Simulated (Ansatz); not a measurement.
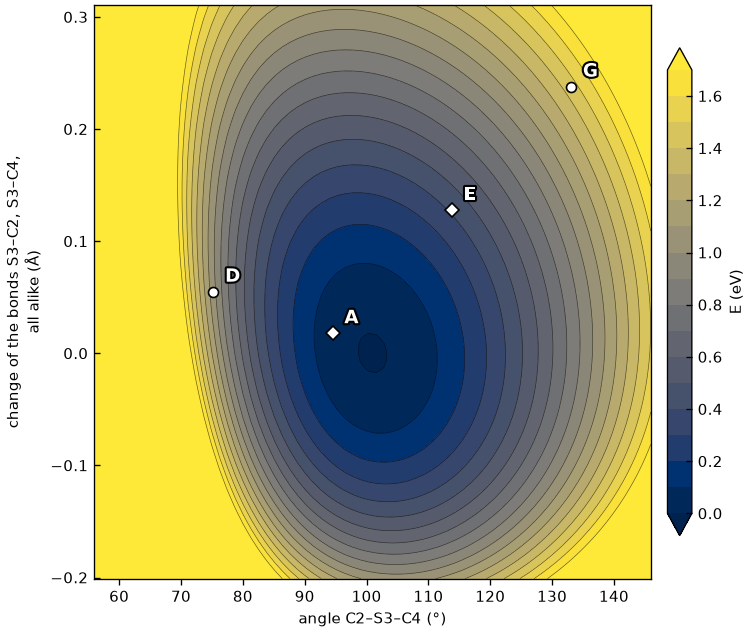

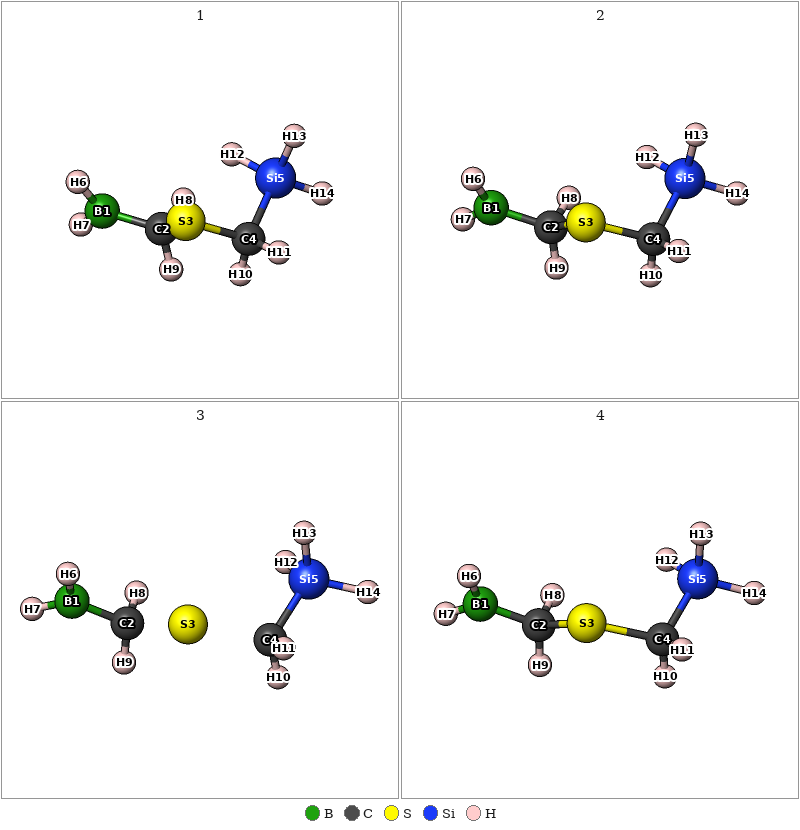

C2H9BSSi, SMILES BCSC[SiH3]. The first coordinate is: angle C2–S3–C4; the second: change of the bonds S3–C2, S3–C4, all alike. Nothing is relaxed (all other coordinates rigid). The grid has 15 × 15 points. Points are written as (first, second). All energies are given in eV relative to the lowest grid point. Computed with RKS PBE-D4/def2-SVP (Ansatz).

In the figure: filled contours, one colour for all values above the top of the scale, lettered points. Between grid points the surface is interpolated. The numbered pictures are the structures at these points, in random order.

**Which structure belongs to which point?**

A is structure 2: (94.5°, 0.018 Å), 0.043 eV; D is structure 1: (75.2°, 0.055 Å), 1.04 eV; E is structure 4: (113.8°, 0.128 Å), 0.42 eV; G is structure 3: (133.1°, 0.238 Å), 1.46 eV.
